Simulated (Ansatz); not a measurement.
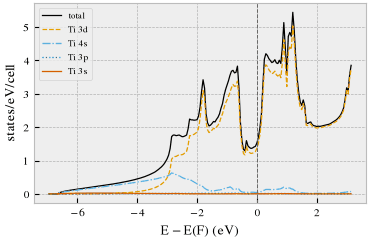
*Total and projected density of states of Ti (hcp (Mg type), P6_3/mmc), DFT-r²SCAN+D4 in the program Ansatz with PAW potentials*

Task: Which orbitals carry the states next to the Fermi level?

Result: Within 0.5 eV of the Fermi level: Ti 3d 91 %, outside the projected shells 5 %. Projections are on Löwdin-orthogonalised atomic valence shells; empty p or d shells of many metals are not among them.

Task: Where is the tallest occupied peak in this window, and what makes it?

Result: Near -0.6 eV, about 3.8 states/eV per cell; the largest projected share is Ti 3d.

The cell was relaxed with r²SCAN+D4 under the symmetry of its start. No spin polarisation was allowed. The pairwise dispersion correction was not fitted to metals.

Potentials: the later of the program's two PAW sets.
